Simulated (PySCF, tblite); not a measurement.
# C₅H₆F₂: magnetic properties

Aim: compute the magnetic properties of C₅H₆F₂ (`FC[C@H]1C=C(F)C1`).

Programs: tblite 0.8.0 and PySCF 2.14.0, with routines of our own; each step states its level. All values are computed. Atoms count from 0.

### Step 1. The system as given

13 atoms, charge 0, multiplicity 1; geometry from: force field or distance geometry start.

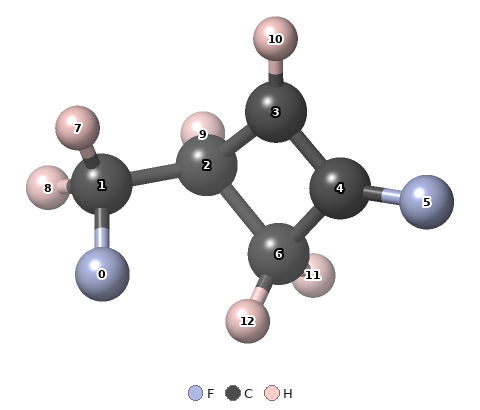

The starting geometry (fluorine light blue, carbon dark grey, hydrogen pink).

### Step 2. Optimising the geometry with GFN2-xTB, one coordinate held

What the job is given:

```
{"job": {"kind": "relax", "xc": "GFN2-xTB", "basis": "xTB"}, "charge": 0, "multiplicity": 1}
F     -2.097100    -1.221000     0.582500
C     -1.583700     0.022200     0.353900
C     -0.322300    -0.155800    -0.480300
C      0.970200    -0.339100     0.262000
C      1.191000    -1.572600    -0.233500
F      2.175800    -2.467400    -0.085900
C     -0.093100    -1.571700    -1.045600
H     -1.364200     0.477600     1.341300
H     -2.329000     0.613500    -0.152700
H     -0.294900     0.620000    -1.258400
H      1.529200     0.279700     0.953600
H      0.017700    -1.620600    -2.129200
H     -0.839900    -2.325600    -0.738200
```

Run with:

```sh
> OMP_NUM_THREADS=1 python excited_run.py task.json out
```

The driver reads the jobs from task.json and runs them one after another.

Log:

```text
step      E/eV     max force
  0    -630.47940    1.530
  1    -630.53604    0.759
  2    -630.55587    0.529
  3    -630.57169    0.377
  4    -630.58076    0.308
  5    -630.59011    0.256
  6    -630.59371    0.120
  7    -630.59548    0.099
  8    -630.59678    0.126
  9    -630.59797    0.147
 10    -630.59900    0.146
 11    -630.59994    0.115
 12    -630.60076    0.117
 13    -630.60135    0.110
 14    -630.60172    0.112
 15    -630.60202    0.118
 16    -630.60233    0.147
 17    -630.60265    0.166
 18    -630.60287    0.165
 19    -630.60301    0.153
 20    -630.60310    0.153
 21    -630.60315    0.151
 22    -630.60318    0.152
 23    -630.60320    0.160
 24    -630.60321    0.167
```

Run time: 0.16 s. Hardware: 1 thread of Intel Xeon Platinum 8375C at 2.90GHz, shared host.

One coordinate is held by a constraint (a dihedral, as typed in the start), so the force along it need not vanish.

The steps of the relaxation:

```tsv
step	energy from step 0 (eV)	largest force (eV/Å)
0	0.0000	1.5305
1	-0.0566	0.7594
2	-0.0765	0.5290
3	-0.0923	0.3772
4	-0.1014	0.3084
5	-0.1107	0.2560
6	-0.1143	0.1200
7	-0.1161	0.0994
8	-0.1174	0.1261
9	-0.1186	0.1466
10	-0.1196	0.1462
11	-0.1205	0.1146
12	-0.1214	0.1172
13	-0.1219	0.1097
14	-0.1223	0.1116
15	-0.1226	0.1178
16	-0.1229	0.1474
17	-0.1232	0.1663
18	-0.1235	0.1653
19	-0.1236	0.1531
20	-0.1237	0.1534
21	-0.1237	0.1512
22	-0.1238	0.1521
23	-0.1238	0.1598
24	-0.1238	0.1667
```

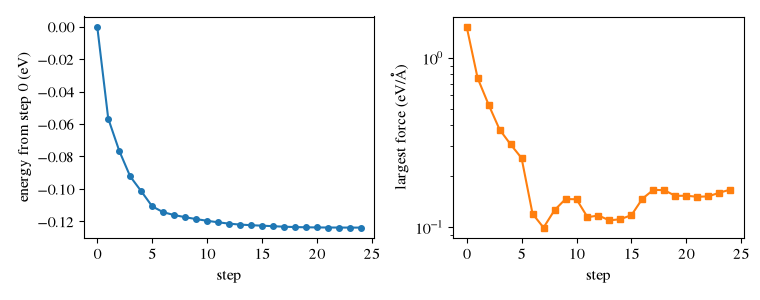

Energy and force, step by step.

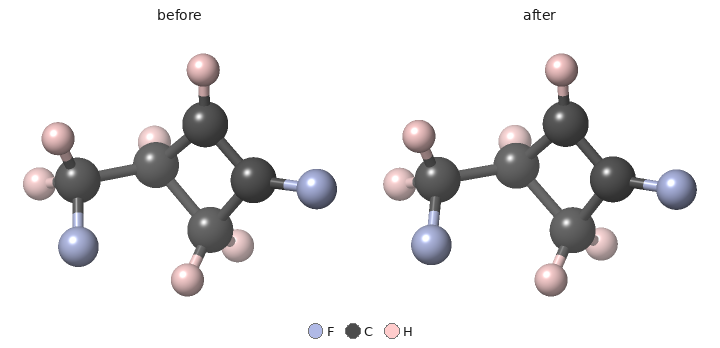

The geometry before (left) and after (right).

Distances of close pairs at the start and the end, largest changes first:

```tsv
bond	before (Å)	after (Å)	change (Å)
C4–C6	1.519	1.496	-0.023
C3–C4	1.348	1.326	-0.022
C6–H12	1.105	1.087	-0.018
C1–H8	1.078	1.095	+0.017
C2–C6	1.542	1.558	+0.017
C1–H7	1.109	1.094	-0.015
C2–C3	1.502	1.516	+0.014
C3–H10	1.083	1.072	-0.012
```

The end geometry stands in the next job.

### Step 3. Magnetic properties: GIAO HF/pcSseg-1

What the job is given:

```
{"job": {"kind": "mag", "xc": "HF", "basis": "pcSseg-1", "isotopologues": 0}, "charge": 0, "multiplicity": 1}
F     -2.185239    -1.170551     0.686670
C     -1.582340     0.021318     0.372380
C     -0.327530    -0.179173    -0.479054
C      0.975652    -0.350190     0.276746
C      1.177041    -1.553201    -0.242581
F      2.150747    -2.458040    -0.134908
C     -0.069172    -1.597869    -1.069579
H     -1.340634     0.511716     1.320220
H     -2.338770     0.603036    -0.165186
H     -0.282249     0.608700    -1.233146
H      1.496562     0.285731     0.964252
H      0.081418    -1.629666    -2.147177
H     -0.795637    -2.352583    -0.778721
```

Level: GIAO HF/pcSseg-1 magnetisability, rotational g tensor and spin-rotation constants, non-relativistic, gas phase.

Log:

```text
final grid: 111480 points
cycle   1  E = -391.4442796370  dE =  1.712e+00  |g| = 7.267e-01  |ddm| = 3.152e+00
cycle   2  E = -391.5474452769  dE = -1.032e-01  |g| = 4.122e-01  |ddm| = 6.932e-01
cycle   3  E = -391.5753215817  dE = -2.788e-02  |g| = 7.662e-02  |ddm| = 2.754e-01
cycle   4  E = -391.5771311848  dE = -1.810e-03  |g| = 1.786e-02  |ddm| = 9.067e-02
cycle   5  E = -391.5772409317  dE = -1.097e-04  |g| = 5.412e-03  |ddm| = 2.661e-02
cycle   6  E = -391.5772522092  dE = -1.128e-05  |g| = 1.873e-03  |ddm| = 8.085e-03
cycle   7  E = -391.5772541110  dE = -1.902e-06  |g| = 7.271e-04  |ddm| = 3.465e-03
cycle   8  E = -391.5772543476  dE = -2.366e-07  |g| = 2.023e-04  |ddm| = 1.180e-03
cycle   9  E = -391.5772543815  dE = -3.390e-08  |g| = 7.621e-05  |ddm| = 4.741e-04
cycle  10  E = -391.5772543858  dE = -4.298e-09  |g| = 2.704e-05  |ddm| = 1.754e-04
cycle  11  E = -391.5772543865  dE = -6.218e-10  |g| = 1.024e-05  |ddm| = 7.061e-05
converged SCF energy = -391.5772543865

Magnetisability tensor (1e-30 J/T^2)
     -969.90      -30.48       29.46
      -30.48     -980.43       25.08
       29.46       25.08     -940.57
isotropic -963.64   principal values   -1023.72   -945.63   -921.56
isotropic susceptibility -58.032 1e-6 cm^3/mol

Inertial axes            a          b          c
rot. const./GHz      5.9464     1.5888     1.4868
chi total           -57.558    -60.145    -56.392
chi diamagnetic    -286.657   -773.319   -819.996
chi paramagnetic    229.099    713.174    763.604
quadrupole/D A       -6.487      2.826      3.661
g nuclear            0.6058     0.5210     0.5198
g electronic        -0.6400    -0.5323    -0.5334
g total             -0.0342    -0.0113    -0.0135

Spin-rotation constants (kHz, H = +C I.J)
atom  isotope        aa         bb         cc
  0    19F       -0.829      0.605      0.156
  5    19F        4.745      1.900      1.316
  7     1H       -0.548     -0.122      0.032
  8     1H       -0.015     -0.171     -0.054
  9     1H       -0.641     -0.072     -0.051
 10     1H       -0.595     -0.028     -0.046
 11     1H       -0.582     -0.179      0.045
 12     1H       -0.513      0.035     -0.159
  1    13C*       1.472      0.259      0.364
  2    13C*       0.964      0.204      0.213
  3    13C*       2.009      0.358      0.385
  4    13C*       2.679      0.430      0.501
  6    13C*       0.816      0.253      0.231
* in the singly substituted isotopologue
```

It took 13 s on 1 thread of Intel Xeon Platinum 8375C at 2.90GHz, shared host; peak memory 0.67 GiB.

From this job:

```tsv
quantity	value
magnetisability	-964·10⁻³⁰ J/T²
molar susceptibility	-58.0·10⁻⁶ cm³/mol
rotational g (a, b, c)	-0.0342, -0.0113, -0.0135
```

Orbitals, density, ELF and potential are computed afterwards from the orbital file.

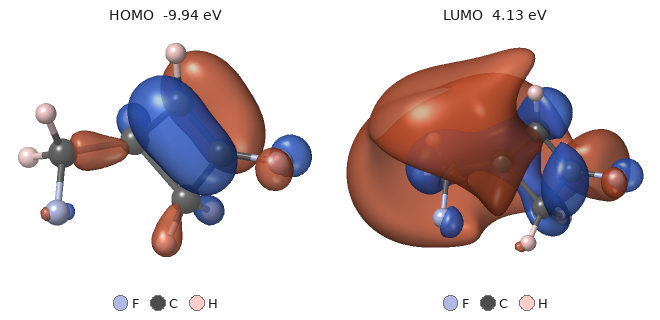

Frontier orbitals at HF/pcSseg-1; each surface holds 70 % of the orbital's density, blue and red mark the sign.

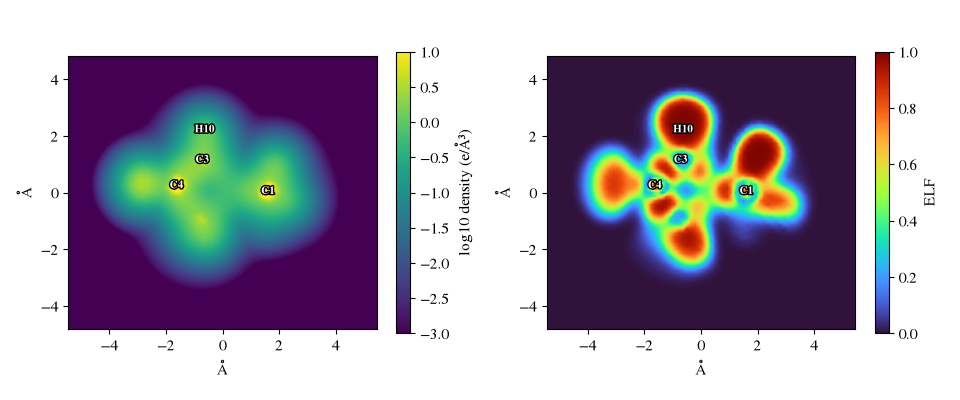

Density (left) and ELF (right) in a plane through or near 4 of the atoms.

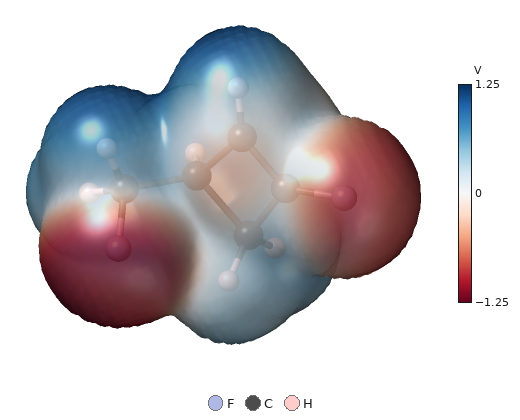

Electrostatic potential on the surface of density 0.002 e/bohr³; red is low, blue high. It runs, from the 1st to the 99th percentile, from -1.19 V near F0 to 1.25 V near H7.

### Step 4. What came out

| quantity | value |
| --- | --- |
| magnetisability (step 3, GIAO HF/pcSseg-1) | -964·10⁻³⁰ J/T² |
| molar susceptibility (step 3, GIAO HF/pcSseg-1) | -58.0·10⁻⁶ cm³/mol |
| rotational g (a, b, c) (step 3, GIAO HF/pcSseg-1) | -0.0342, -0.0113, -0.0135 |
| surface potential, 1st and 99th percentile | -1.19 V and 1.25 V |

The values above hold for this geometry and these levels alone. Vibrational averaging and real surroundings are missing from these values.
